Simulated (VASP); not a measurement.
Band structure of Ga2Se3 (space group Imm2). Level of theory: LDA (Ceperley-Alder, Perdew-Zunger), VASP's LDA PAW potentials (set 64) (plane waves; VASP 6.6.1).

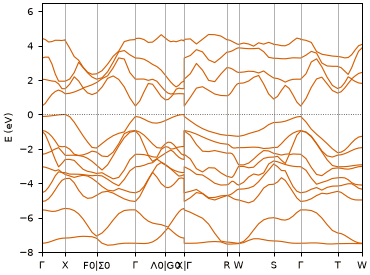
*Bands along high-symmetry lines, zero at the valence-band maximum or, without a gap, the Fermi level*

Problem. Read the plot: is there a gap, and where are the band edges?

Solution. The gap is indirect, 0.49 eV, from the valence maximum at X to the conduction minimum at Γ. (Edges off the drawn lines would not show.)

The structure comes from a computed database's Ga2Se3 entry (Imm2); how it stands against other phases isn't given here. It was relaxed first, which changed the volume by -7 %.
